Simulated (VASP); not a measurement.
Band structure of CdSe (zinc blende). All values below come from revPBE GGA, VASP's PBE PAW potentials (set 64) (plane waves; VASP).

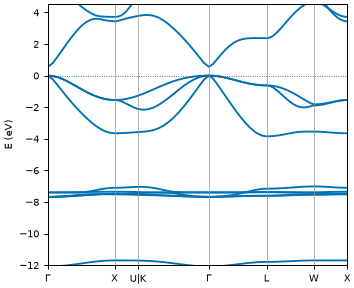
*Bands along high-symmetry lines, zero at the valence-band maximum or, without a gap, the Fermi level*

### Question
Read the plot: is there a gap, and where are the band edges?

### Answer
The gap is direct, 0.55 eV, from the valence maximum at Γ to the conduction minimum at Γ. (Edges off the drawn lines would not show.)

The compound is CdSe in the zinc blende structure, whereas wurtzite is the usual form. It was relaxed first, which changed the volume by +11 %.
